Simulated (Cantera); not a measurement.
Feed: 1 mol CHF3, 0.23 mol HCl, 14 mol H2, 0.21 mol CH4, held at 22.0 Pa.

Method: chemical equilibrium by Gibbs-energy minimisation in Cantera with the NASA 1993 tables (ideal gas, pure condensed phases). Candidate condensed phases: C, C6H6, C7H8, C8H18; 135 gas species. Ions and electrons are included (thermal ionisation). Equilibrium is a limit: real reactors are often held back by kinetics, nucleation or transport.

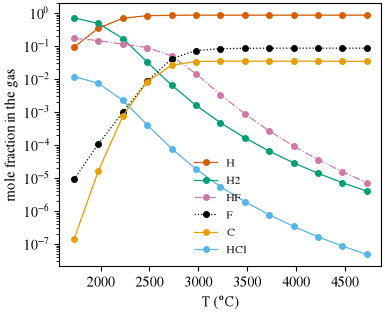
Figure: Equilibrium gas composition (values under 1e-9 drawn at 1e-9)

From 1727 °C to 2227 °C the condensed part is C(graphite). From 2477 °C to 4727 °C nothing is condensed. The main C-bearing gas is C2H2 (acetylene) at 1727 °C and C at 4727 °C.
